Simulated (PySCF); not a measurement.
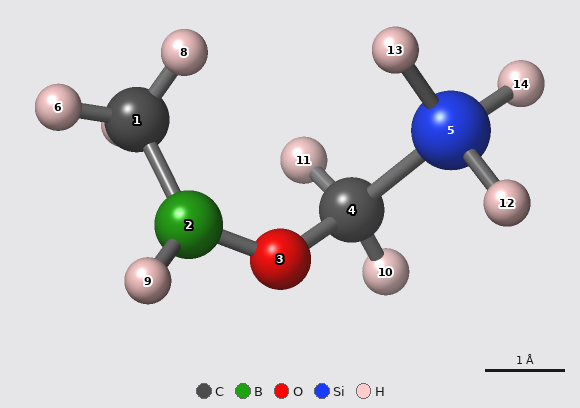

C2H9BOSi, before the relaxation. A ball-and-stick model, seen face on.

The start comes from GFN2-xTB. Its atoms were then displaced at random by about 0.01 Å.

Theory: PBE0-D3(BJ)/def2-SVP geometry optimisation, gas phase (PySCF 2.14.0, density-fitted response routines).

```xyz
14

C    -1.9719   -0.1127   -0.2477
B    -1.0968    1.1723    0.1128
O     0.0688    1.1104    0.7067
C     0.7875   -0.0752    1.0957
Si    2.0269   -0.5249   -0.2627
H    -2.9267    0.1974   -0.7390
H    -2.2413   -0.6618    0.6394
H    -1.4502   -0.7648   -0.9228
H    -1.4388    2.2815   -0.1025
H     1.2426    0.1274    2.0650
H     0.0305   -0.8909    1.2746
H     2.9425    0.6154   -0.4148
H     1.2913   -0.7726   -1.5138
H     2.7284   -1.7166    0.1918
```

Predict the outcome.

Answer. The largest move after the best rigid fit is that of H9, 0.099 Å. By element the largest moves are H 0.099 Å, C 0.056 Å, B 0.053 Å, O 0.043 Å, Si 0.019 Å. Near-neighbour distances that change, for instance: B2–O3 1.310 → 1.353 Å, Si5–H14 1.456 → 1.495 Å, B2–H9 1.181 → 1.213 Å, C1–H8 1.074 → 1.104 Å. Among the angles between lasting bonds that change: Si5–C4–H10 114.1° → 108.8°, O3–C4–H11 107.7° → 112.0°, H7–C1–H8 109.2° → 106.2°. After 9 geometry steps the energy has fallen by 17.4 kJ/mol.

Step by step:

```csv
step,"E − E(0), kJ/mol"
0,0.00
1,-16.20
2,-17.02
3,-16.72
4,-17.17
5,-17.27
6,-17.31
7,-17.37
8,-17.40
9,-17.41
```

Final geometry:

```xyz
14

C    -1.9754   -0.0869   -0.2450
B    -1.1410    1.1944    0.1308
O     0.0680    1.1423    0.7357
C     0.7390   -0.0523    1.0808
Si    2.0177   -0.5262   -0.2460
H    -2.9046    0.1594   -0.7764
H    -2.2504   -0.6531    0.6633
H    -1.3940   -0.7812   -0.8759
H    -1.5273    2.3231   -0.0875
H     1.2649    0.1182    2.0352
H     0.0372   -0.8882    1.2487
H     3.0052    0.5788   -0.4172
H     1.3261   -0.7729   -1.5471
H     2.7274   -1.7704    0.1834
```

After the run, drawn alike:

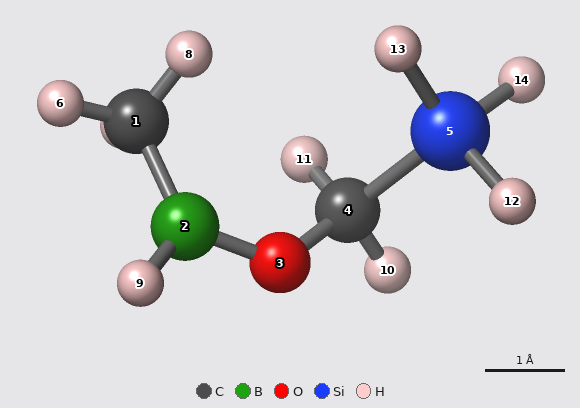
